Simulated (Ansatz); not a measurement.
# Ga$_{4}$SbAs$_{3}$: what the fields show

```
As Sb Ga
1.0
     4.08058    0.00000    0.00000
    -2.04029    3.53389    0.00000
     0.00000    0.00000   13.46684
As Sb Ga
3 1 4
Direct
  0.66667 0.33333 0.99268
  0.66667 0.33333 0.50694
  0.33333 0.66667 0.74963
  0.33333 0.66667 0.24880
  0.66667 0.33333 0.80922
  0.66667 0.33333 0.32479
  0.33333 0.66667 0.56622
  0.33333 0.66667 0.05173
```

Space group P3m1; started from the ordered alloy on wurtzite lattice prototype, which need not be the ambient phase; computed pressure about 2 GPa in this cell.

Theory: Ansatz 0.2.0, DFT, PBE, plane waves, PAW.

The density is the valence pseudo-density of a PAW calculation; it isn't the true density close to the nuclei.

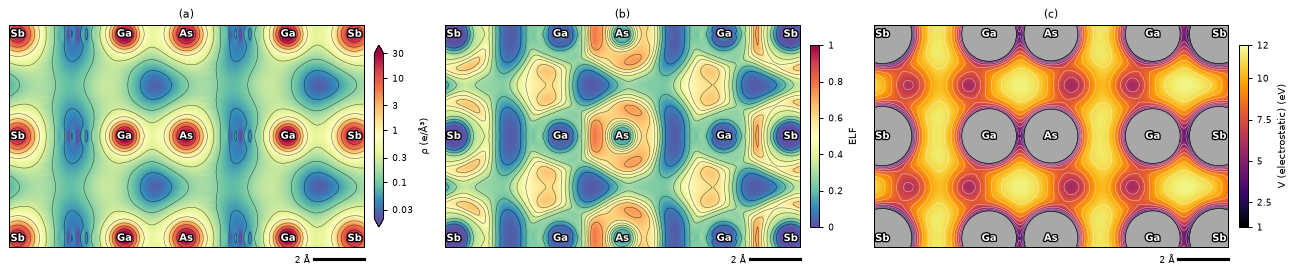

Figure 1. (a) valence charge density (pseudo); (b) electron localisation function; (c) electrostatic potential (local pseudopotential plus Hartree) felt by an electron on the (11̄0) plane of the conventional cell. Grey discs cover the atomic cores in the potential map.

Q: What does the map show?

A: The plane passes through As, Sb and Ga nuclei.
Ga–As (2.47 Å): the density is about 0.5 e/Å³ at the midpoint, with its minimum of 0.43 e/Å³ about 1.1 Å from Ga; the ELF peaks at about 0.80 between the atoms (localised, covalent bonding).
Ga–Sb (2.65 Å): ρ at the midpoint is about 0.44 e/Å³, with its minimum of 0.38 e/Å³ about 1.1 Å from Ga; the ELF peaks at about 0.75 between the atoms.
Between the atoms the lowest density in this plane is 0.01 e/Å³.
Outside the cores the potential energy rises away from the atoms and is highest about 2.4 Å from the nearest atoms; its zero is arbitrary.

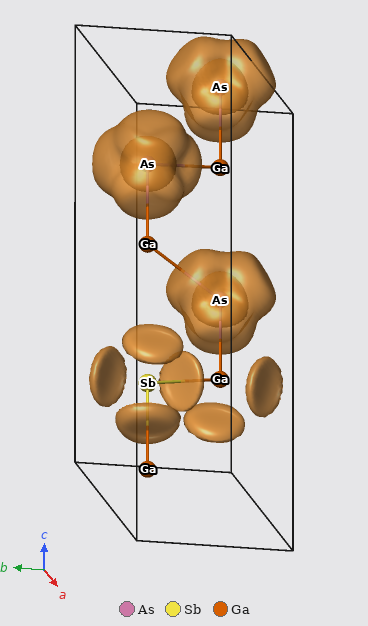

Figure 2. Isosurface of the electron localisation function at 0.6 (orange), seen at an oblique angle. Core shells and regions of very low density are left out. Sticks mark near contacts.

Q: Identify the bonds, lone pairs and shells in this picture.

A: The ELF exceeds this value in four regions between bonded Ga–Sb atoms (shared pairs) and three regions on As in which the atom's valence shell and bonds are merged, counted in one cell of 8 atoms. Any copies at cell faces, edges or corners count once.


Ga–As (2.45 Å): the ELF peaks at about 0.80 between the atoms; a covalent bond. Ga–Sb (2.57 Å): the ELF peaks at about 0.70 between the atoms.
